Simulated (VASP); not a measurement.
Band structure of Pb2SeS (space group R-3m). All values below come from PBEsol GGA, VASP's PBE PAW potentials (set 64) (plane waves; VASP).

Unless said otherwise, spin-orbit coupling is left out, though it shifts the bands of the heavy elements here.

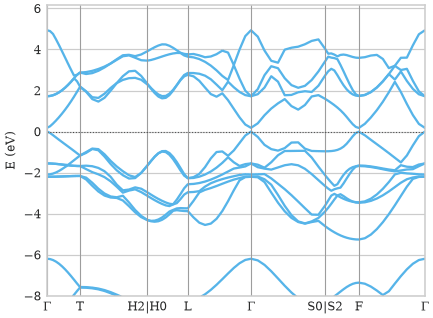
Bands along high-symmetry lines, zero at the valence-band maximum or, without a gap, the Fermi level

**Question.** Read the plot: is there a gap, and where are the band edges?

**Answer.** The gap is indirect, 0.18 eV, from the valence maximum at Γ to the conduction minimum at F. (Edges off the drawn lines would not show.)

The structure comes from a computed database's Pb2SeS entry (R-3m); how it stands against other phases isn't given here. It was relaxed first.
